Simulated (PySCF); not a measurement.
# C₆H₅F₃O (SMILES CC=C=CC(=O)C(F)(F)F): what the fields show

| atom | x (Å) | y (Å) | z (Å) |
| --- | --- | --- | --- |
| C | 2.3149 | 0.5858 | -0.7628 |
| C | 1.4864 | -0.5625 | -0.2778 |
| C | 0.5384 | -0.4796 | 0.5924 |
| C | -0.4371 | -0.3888 | 1.4682 |
| C | -1.8186 | -0.1332 | 1.1068 |
| O | -2.7506 | -0.0617 | 1.8645 |
| C | -2.0484 | 0.0730 | -0.4223 |
| F | -3.3301 | 0.2796 | -0.7135 |
| F | -1.3592 | 1.1318 | -0.8851 |
| F | -1.6440 | -0.9890 | -1.1418 |
| H | 1.9753 | 1.5214 | -0.3290 |
| H | 3.3583 | 0.4226 | -0.4968 |
| H | 2.2461 | 0.6488 | -1.8470 |
| H | 1.7185 | -1.5302 | -0.7055 |
| H | -0.2542 | -0.5102 | 2.5279 |

Geometry: GFN2-xTB, NEB image 0 of 0 to 8.

All numbers below come from PBE0/pcSseg-1, SCF density, gas phase, non-relativistic (PySCF).

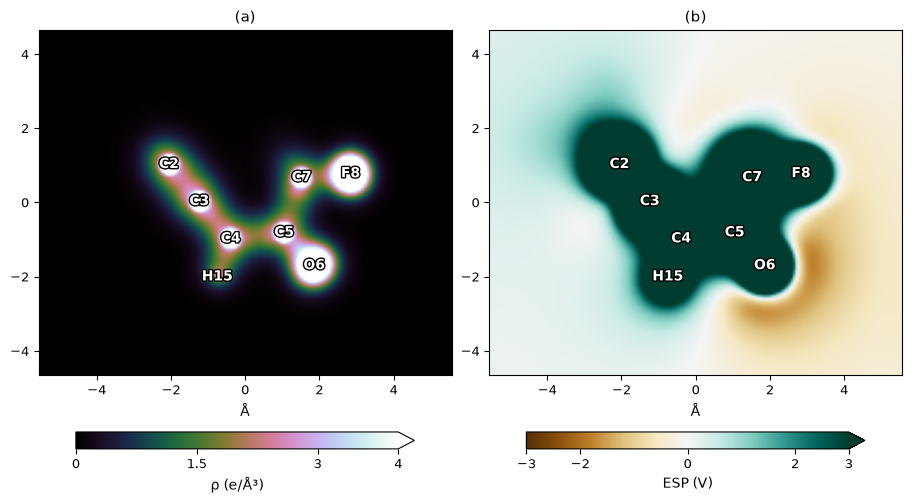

Figure 1. (a) electron density; (b) electrostatic potential on the plane of atoms C3, C4 and H15.

> What does the map show?

The section cuts through C, O, F and H sites. C–O (1.20 Å): ρ is about 3.3 e/Å³ halfway. C–C (1.29 Å): ρ is about 2.4 e/Å³ halfway. C–F (1.33 Å): ρ at the midpoint is about 2.4 e/Å³. C–H (1.08 Å): ρ is about 2 e/Å³ halfway. C–C (1.45 Å): ρ at the midpoint is about 1.9 e/Å³. Outside the dense part of the molecule the potential is most negative (−1.8 V) near O6.

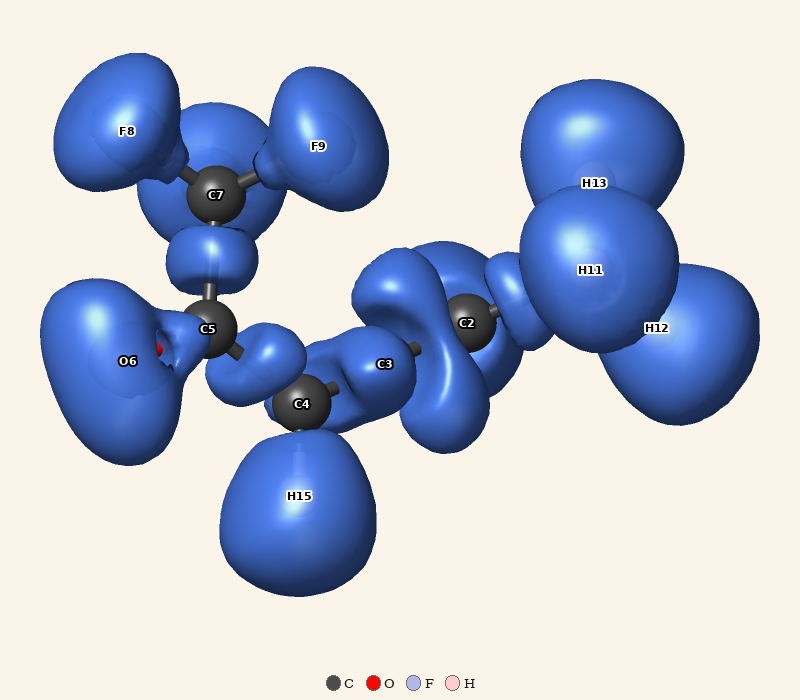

Figure 2. Isosurface of the electron localisation function at 0.75 (blue), seen at a tilt. Core shells and regions of very low density are left out.

> Where are the electrons localised?

The surface consists of five regions between bonded C–C atoms (shared pairs), five regions around hydrogen nuclei, three regions on F in which the atom's valence shell and bonds are merged and one region on O in which the atom's valence shell and bonds are merged. Along the contacts the grid gives the following. C–O (1.20 Å): the ELF peaks at about 0.85 between the atoms (a short, multiple covalent bond). C–C (1.29 Å): the ELF peaks at about 0.90 between the atoms; a multiple bond.

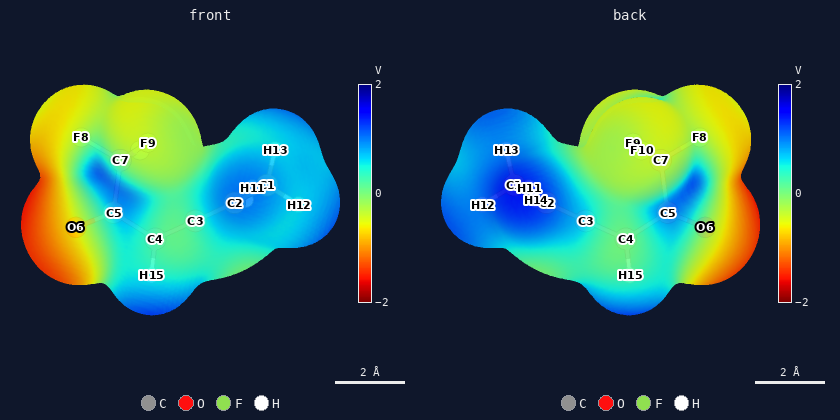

Figure 3. The electrostatic potential painted on the density surface at 0.002 e/bohr³, seen from the front and from behind; the colour scale runs from red (negative) to blue (positive).

> Which sites attract a positive test charge, and which a negative one?

A positive charge is drawn to the negative regions and a negative charge to the positive ones. The most negative region (about −1.5 V, or −35 kcal/mol for a unit charge) lies over O6, the most positive (about +1.4 V, or +32 kcal/mol for a unit charge) over H14. O6 is the likeliest acceptor of a hydrogen bond.

> What dipole moment does the calculation give?

Its dipole moment is 4.47 D.
